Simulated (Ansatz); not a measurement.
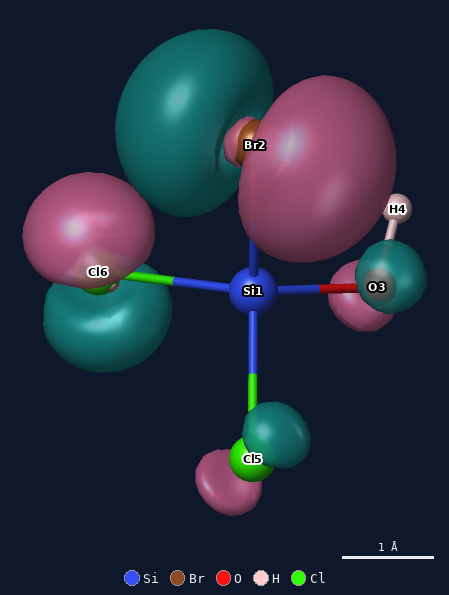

BrCl$_{2}$HOSi. The HOMO at ±0.15 Å⁻³ᐟ² (teal and pink are the two phases), seen at an oblique angle.

All numbers below come from RKS PBE-D4/def2-SVP (Ansatz 0.2.0).

```xyz
6

Si   -0.0084    0.2640    0.1557
Br   -1.1019    1.1915   -1.5443
O     0.7950   -1.1013   -0.3218
H     0.2642   -1.7597   -0.8063
Cl    1.4227    1.5451    0.8664
Cl   -1.3716   -0.1394    1.6503
```

**What is the character of this orbital?**

It lies mainly on Br2 (about 65 %) and Cl6 (about 20 %); largely a lone pair of Br2. Its energy is −7.36 eV.
